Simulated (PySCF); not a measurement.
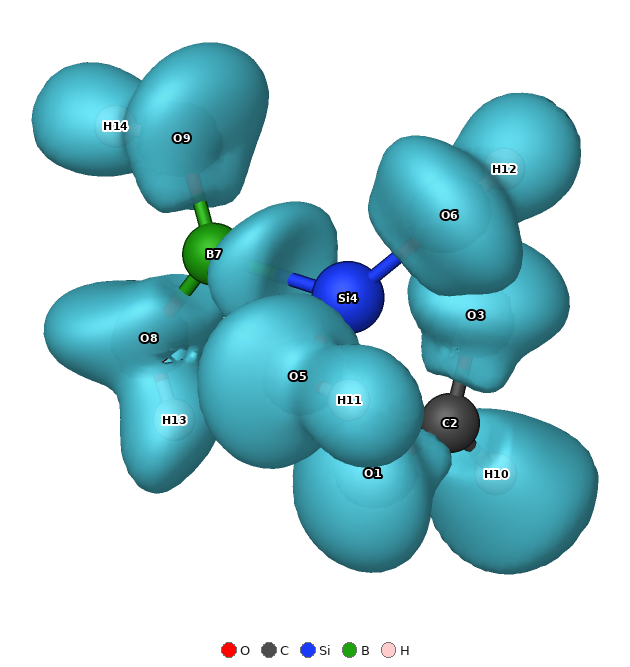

Figure. CH₅BO₆Si. Isosurface of the ELF at 0.75 (cyan), seen at an oblique angle. Core shells and regions of very low density are left out.

Geometry: GFN2-xTB.

These are results of PySCF, PBE0/pcSseg-1, SCF density, in a chloroform solvent model, non-relativistic, not measurements.

```xyz
14

O     0.9067    0.9397   -1.3221
C     1.7065    1.1359   -0.4005
O     1.7190    0.4096    0.6075
Si    0.0816   -0.8305   -0.1571
O    -0.4337   -1.4331   -1.5701
O     0.8978   -2.0955    0.4654
B    -1.3160    0.3004    0.6134
O    -1.7321    1.4390    0.0123
O    -1.9006   -0.0364    1.7799
H     2.4205    1.9733   -0.4647
H     0.0717   -2.0785   -2.0643
H     1.4448   -1.9618    1.2381
H    -1.2935    1.6538   -0.8123
H    -2.5727    0.5840    2.0746
```

Describe the localisation domains.

At this value the surface marks out one region between bonded B–Si atoms (shared pairs), one region around a hydrogen nucleus, two regions on O in which the atom's valence shell and bonds are merged and four joined regions spread over several atoms (H, O), in which their bonds and any lone pairs are merged. Profiles from the grid: C–O (1.24 Å): the ELF peaks at about 0.85 between the atoms; a short, strongly polar bond. B–O (1.35 Å): the ELF peaks at about 0.90 between the atoms; a polar covalent bond.
